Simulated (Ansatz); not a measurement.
Pulling on the P1–O2 bond in PO (multiplicity 2 held). Energies count from the point at 1.480 Å.


Unrestricted levels (U-) break spin symmetry where that is lower. Active spaces are followed from rest. Levels need not reach the same state.

Correlated levels freeze the cores.

The values were computed with Ansatz (an electronic-structure program). Each number belongs to the level named beside it.

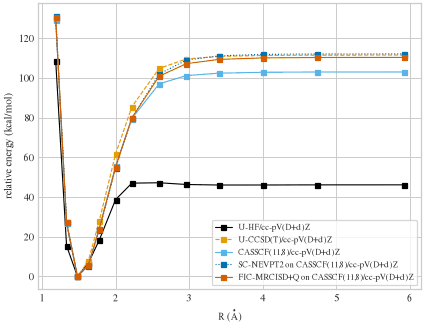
Figure: Relative energy along the coordinate

Q: Read off the U-HF/cc-pV(D+d)Z curve at R = 3.404.

A: about 46 kcal/mol

Doubts at one or more of the structures used: a spin-contaminated determinant (U-HF/cc-pV(D+d)Z, U-CCSD(T)/cc-pV(D+d)Z); T1 above 0.05 (U-CCSD(T)/cc-pV(D+d)Z); the program's own flag: large difference (U-CCSD(T)/cc-pV(D+d)Z).
